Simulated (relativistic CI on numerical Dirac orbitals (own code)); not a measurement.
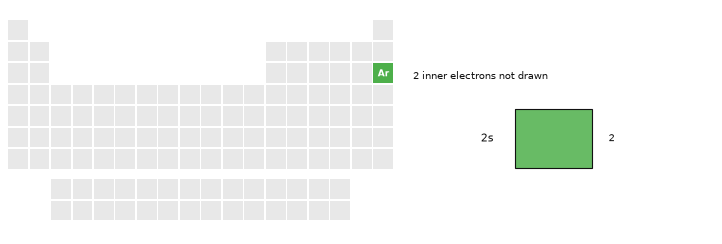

**Figure 1.** Left, the place of argon in the periodic table; right, the outer shells of the leading configuration of the lowest level: a box for each of the 2l + 1 orbitals, shaded by the share of the shell that is filled, with the electron count at the right.

Ar¹⁴⁺: relativistic CI calculation

- system: Ar¹⁴⁺.
- method: Dirac-Coulomb-Breit CI, KLI orbitals optimised for each configuration, model QED (radiative potential, 1s self-energy scaled to tabulated hydrogen-like ionisation energies), no configuration mixing (relativistic CI on numerical Dirac orbitals, in-house)

### Input
```
atom Ar  Z=18  charge=14  electrons=4
nucleus A=40  rms_radius_fm=3.4274
hamiltonian dirac-coulomb  breit=on  qed=on  c_scale=1
orbitals kli  potential=per-configuration
slater_scale 1
correlation none
mixing off
configurations
  [He] 2s2
  [He] 2s 2p
  [He] 2p2
  [He] 2p 3s
  [He] 2p 3p
  [He] 2s 3s
  [He] 2s 3p
  [He] 2s 3d
  [He] 2s 4s
  [He] 2s 4p
  [He] 2s 4d
  [He] 2s 4f
  [He] 2s 5s
  [He] 2s 5p
  [He] 2s 5d
  [He] 2s 5f
  [He] 2s 5g
  [He] 3s2
  [He] 3s 3p
  [He] 3p2
end
```

The program writes its results to a structured record and prints no log; tables and figures of this report are taken from that record.

### The lowest 45 levels

| Configuration | Level | E (eV) | LS purity (%) | Landé g | Lifetime (s; – stable or not computed) |
| --- | --- | --- | --- | --- | --- |
| 2s² | ¹S₀ | 0 | 100 | – | – |
| 2s 2p | ³P°₀ | 22.89 | 100 | – | – |
| 2s 2p | ³P°₁ | 23.78 | 100 | 1.498 | 4.2×10⁻⁷ |
| 2s 2p | ³P°₂ | 25.85 | 100 | 1.499 | 1.6×10⁻² |
| 2s 2p | ¹P°₁ | 52.20 | 100 | 1.000 | 9.4×10⁻¹¹ |
| 2p² | ³P₀ | 69.70 | 99 | – | 1.4×10⁻¹⁰ |
| 2p² | ³P₁ | 71.02 | 100 | 1.499 | 1.3×10⁻¹⁰ |
| 2p² | ³P₂ | 72.68 | 97 | 1.485 | 1.3×10⁻¹⁰ |
| 2p² | ¹D₂ | 81.23 | 97 | 1.013 | 4.8×10⁻¹⁰ |
| 2p² | ¹S₀ | 95.01 | 99 | – | 1.7×10⁻¹⁰ |
| 2s 3s | ³S₁ | 483.5 | 100 | 2.001 | 1.6×10⁻¹² |
| 2s 3s | ¹S₀ | 489.8 | 100 | – | 1.8×10⁻¹² |
| 2s 3p | ³P°₀ | 496.4 | 100 | – | 1.1×10⁻⁹ |
| 2s 3p | ³P°₁ | 496.6 | 98 | 1.488 | 1.6×10⁻¹¹ |
| 2s 3p | ³P°₂ | 497.2 | 100 | 1.500 | 1.0×10⁻⁹ |
| 2s 3p | ¹P°₁ | 499.2 | 98 | 1.011 | 4.1×10⁻¹³ |
| 2s 3d | ³D₁ | 504.3 | 100 | 0.499 | 2.5×10⁻¹³ |
| 2s 3d | ³D₂ | 504.4 | 100 | 1.166 | 2.5×10⁻¹³ |
| 2s 3d | ³D₃ | 504.5 | 100 | 1.333 | 2.5×10⁻¹³ |
| 2s 3d | ¹D₂ | 509.9 | 100 | 0.999 | 2.9×10⁻¹³ |
| 2p 3s | ³P°₀ | 518.3 | 100 | – | 2.6×10⁻¹² |
| 2p 3s | ³P°₁ | 518.8 | 89 | 1.445 | 2.4×10⁻¹² |
| 2p 3s | ³P°₂ | 521.4 | 100 | 1.500 | 2.6×10⁻¹² |
| 2p 3s | ¹P°₁ | 523.6 | 89 | 1.053 | 1.4×10⁻¹² |
| 2p 3p | [2p₁/₂ 3p₁/₂] J = 1 | 526.5 | 55 | 0.740 | 8.3×10⁻¹³ |
| 2p 3p | J = 1 (even, mixed) | 528.7 | 46 | 0.891 | 8.5×10⁻¹³ |
| 2p 3p | ³D₂ | 528.8 | 97 | 1.168 | 7.9×10⁻¹³ |
| 2p 3p | ³D₃ | 530.9 | 100 | 1.333 | 7.9×10⁻¹³ |
| 2p 3p | ³S₁ | 531.9 | 80 | 1.827 | 7.9×10⁻¹³ |
| 2p 3p | ³P₀ | 533.0 | 97 | – | 7.6×10⁻¹³ |
| 2p 3p | ³P₁ | 534.3 | 90 | 1.539 | 7.6×10⁻¹³ |
| 2p 3p | ³P₂ | 535.1 | 92 | 1.463 | 7.7×10⁻¹³ |
| 2p 3p | ¹D₂ | 538.6 | 93 | 1.033 | 8.7×10⁻¹³ |
| 2p 3p | ¹S₀ | 544.1 | 97 | – | 8.5×10⁻¹³ |
| 2s 4s | ³S₁ | 648.0 | 100 | 2.001 | 2.5×10⁻¹² |
| 2s 4s | ¹S₀ | 650.1 | 100 | – | 2.8×10⁻¹² |
| 2s 4p | ³P°₀ | 653.1 | 100 | – | 5.8×10⁻¹² |
| 2s 4p | ³P°₁ | 653.2 | 97 | 1.484 | 4.8×10⁻¹² |
| 2s 4p | ³P°₂ | 653.5 | 100 | 1.500 | 5.9×10⁻¹² |
| 2s 4p | ¹P°₁ | 654.2 | 97 | 1.016 | 7.9×10⁻¹³ |
| 2s 4d | ³D₁ | 656.4 | 100 | 0.499 | 5.9×10⁻¹³ |
| 2s 4d | ³D₂ | 656.4 | 100 | 1.166 | 5.9×10⁻¹³ |
| 2s 4d | ³D₃ | 656.4 | 100 | 1.333 | 5.9×10⁻¹³ |
| 2s 4d | ¹D₂ | 658.2 | 100 | 1.000 | 6.5×10⁻¹³ |
| 2s 4f | ³F°₂ | 658.2 | 100 | 0.666 | 1.4×10⁻¹² |

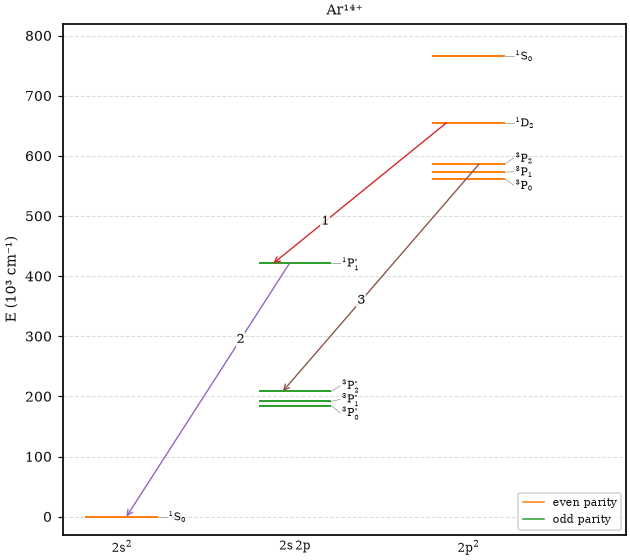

**Figure 2.** Levels of Ar¹⁴⁺ with 3 numbered transitions. Rates are at computed energies, in the length gauge.

| No. | Upper | Lower | Type | λ (vacuum) | A (s⁻¹) |
| --- | --- | --- | --- | --- | --- |
| 1 | 2p² ¹D₂ | 2s 2p ¹P°₁ | E1 | 42.70 nm | 1.8×10⁹ |
| 2 | 2s 2p ¹P°₁ | 2s² ¹S₀ | E1 | 23.75 nm | 1.1×10¹⁰ |
| 3 | 2p² ³P₂ | 2s 2p ³P°₂ | E1 | 26.48 nm | 5.6×10⁹ |

Line 2 has the largest rate; it falls in the extreme ultraviolet region.

### Summary

```
           quantity                      value
            outcome                  converged
       lowest level                    2s² ¹S₀
first excited level   2s 2p ³P°₀, 184,614 cm⁻¹
    levels computed                         76
     SCF iterations                        135
           hardware  1 CPU thread, shared host
          wall time                     0.67 s
```

### Remarks

To bear in mind: only a limited list of configurations is included, so lower levels can be missing.
